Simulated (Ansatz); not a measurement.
C₃H₆FNSi (SMILES CC1C=N[SiH]1F)

| atom | x (Å) | y (Å) | z (Å) |
| --- | --- | --- | --- |
| C | 0.9773 | -1.1034 | -0.5557 |
| C | 0.4488 | 0.0543 | 0.2697 |
| C | -0.7647 | -0.2120 | 1.1513 |
| N | -1.7066 | 0.6508 | 1.0103 |
| Si | -0.7911 | 1.3332 | -0.3352 |
| F | -0.4195 | 2.8784 | -0.2339 |
| H | 0.2015 | -1.5286 | -1.1975 |
| H | 1.3564 | -1.9085 | 0.0806 |
| H | 1.7977 | -0.7802 | -1.1993 |
| H | 1.2434 | 0.5051 | 0.8738 |
| H | -0.8447 | -1.0721 | 1.8297 |
| H | -1.4215 | 1.1278 | -1.6597 |

Geometry: PBE0-D4/def2-TZVP.

These are results of Ansatz 0.2.0, RKS PBE0-D4/def2-TZVPP, not measurements.

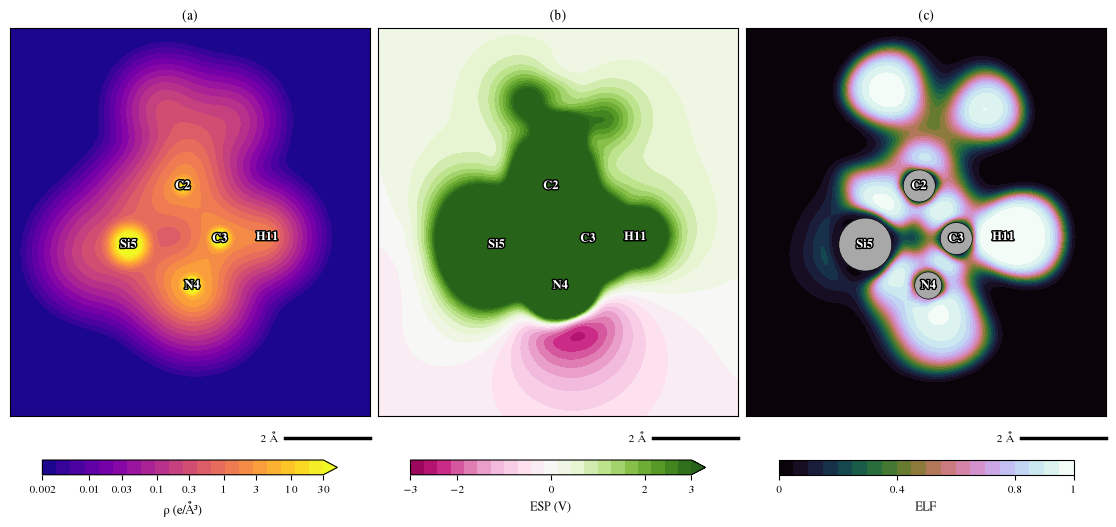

Figure 1. (a) total electron density; (b) molecular electrostatic potential; (c) ELF on the plane of atoms C3, N4 and Si5. Grey discs cover the atomic cores in the ELF map.

Q: What do the fields say about this system?

A:
- The section cuts through C, N, Si and H sites.
- C–N (1.29 Å): the density is about 2.8 e/Å³ at the midpoint; the ELF peaks at about 0.90 between the atoms; localised, covalent bonding.
- C–C (1.52 Å): the density is about 1.7 e/Å³ at the midpoint; the ELF peaks at about 0.95 between the atoms (a shared electron pair).
- Si–N (1.76 Å): ρ at the midpoint is about 1.1 e/Å³; the ELF peaks at about 0.90 between the atoms; a polar covalent bond.
- C–Si (1.88 Å): ρ is about 0.94 e/Å³ halfway; the ELF peaks at about 0.95 between the atoms; a shared electron pair.
- C–H (1.10 Å): ρ at the midpoint is about 2.1 e/Å³; the ELF climbs to about 1 towards the hydrogen, as it does in any bond to H: a covalent bond by its length.
- The ELF also peaks beside N4, away from the bonds: lone-pair regions.
- Outside the dense part of the molecule the potential is most negative (−2.5 V) near N4.

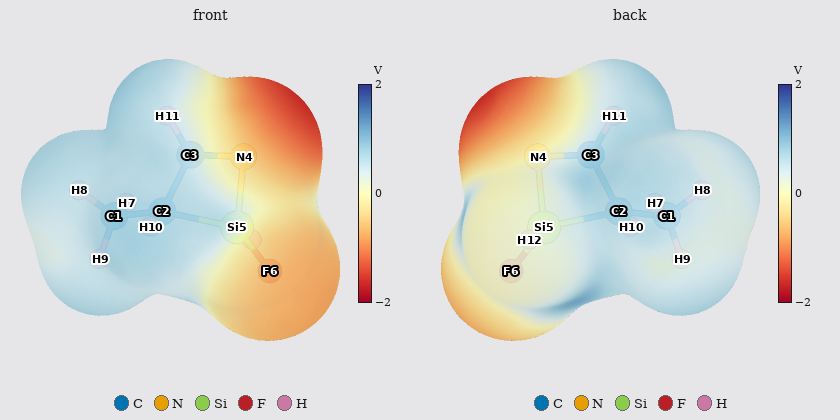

Figure 2. The molecular electrostatic potential painted on the density surface at 0.001 e/bohr³, seen from the front and from behind; the colour scale runs from red (negative) to blue (positive).

Q: Where is the surface potential most negative and most positive?

A: The most negative region (about −1.6 V) lies over N4, the most positive (about +1.1 V) over Si5. N4 is the likeliest acceptor of a hydrogen bond.

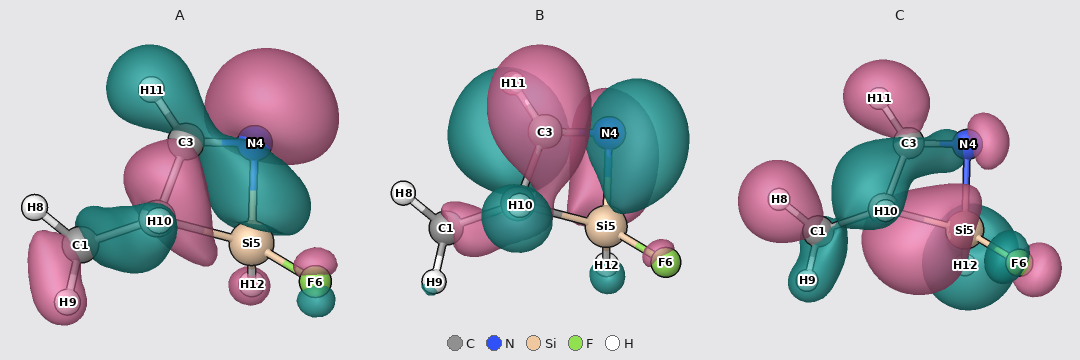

Figure 3. Three frontier orbitals at ±0.08 Å⁻³ᐟ² (teal and pink are the two phases), in no order.

Q: Order the three orbitals by energy and name them.

A: C is the HOMO−1 (−8.36 eV). Its weight (Hirshfeld) is mainly on C2 (about 30 %), Si5 (about 20 %), C3 (about 10 %), H12 (about 10 %) and C1 (about 5 %). A is the HOMO (−7.48 eV). Its weight (Hirshfeld) is mainly on N4 (about 60 %), C3 (about 10 %), C2 (about 10 %) and Si5 (about 10 %). B is the LUMO (−0.88 eV). By Hirshfeld shares it lies mainly on C3 (about 40 %), N4 (about 30 %) and Si5 (about 10 %); π-antibonding (π*) across C3–N4.

Q: What is the HOMO–LUMO gap?

A: 6.60 eV between the orbital energies.
